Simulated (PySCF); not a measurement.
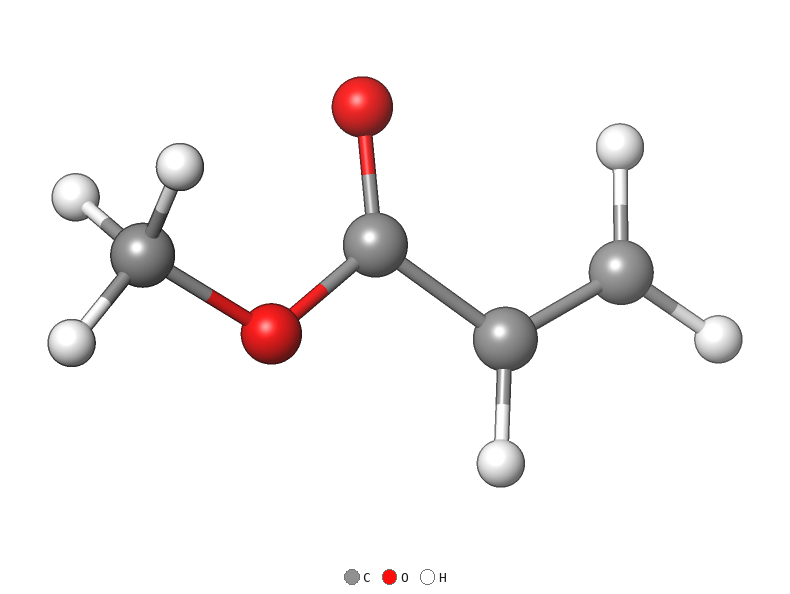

The geometry was computed by an optimisation with PBE0-D3(BJ)/def2-SVP. No frequency run is at hand to confirm it as a minimum. Program: PySCF 2.14.0.

At this fixed geometry, give HOMO–LUMO gap (eV), HOMO energy (eV) at these levels: BHandHLYP/aug-pcX-1 (pcseg-1 on H); CAM-B3LYP/def2-SVPD; CAM-B3LYP/def2-SVPD in acetone (IEF-PCM); CAM-B3LYP/def2-SVPD in chloroform (IEF-PCM); PBE0/pcSseg-1 in acetone (IEF-PCM); PBE0/pcSseg-1 in chloroform (IEF-PCM); PBE0/pcSseg-1 in tetrahydrofuran (IEF-PCM); WP04/pcSseg-1 in chloroform (IEF-PCM); ωB97X-D/pcSseg-1 in chloroform (IEF-PCM).

| level | HOMO–LUMO gap (eV) | HOMO energy (eV) |
| --- | --- | --- |
| BHandHLYP/aug-pcX-1 (pcseg-1 on H) | 8.88 | −9.29 |
| CAM-B3LYP/def2-SVPD | 9.34 | −9.65 |
| CAM-B3LYP/def2-SVPD in acetone (IEF-PCM) | 9.30 | −9.63 |
| CAM-B3LYP/def2-SVPD in chloroform (IEF-PCM) | 9.31 | −9.63 |
| PBE0/pcSseg-1 in acetone (IEF-PCM) | 6.90 | −8.28 |
| PBE0/pcSseg-1 in chloroform (IEF-PCM) | 6.90 | −8.27 |
| PBE0/pcSseg-1 in tetrahydrofuran (IEF-PCM) | 6.90 | −8.28 |
| WP04/pcSseg-1 in chloroform (IEF-PCM) | 5.76 | −9.32 |
| ωB97X-D/pcSseg-1 in chloroform (IEF-PCM) | 10.59 | −10.15 |
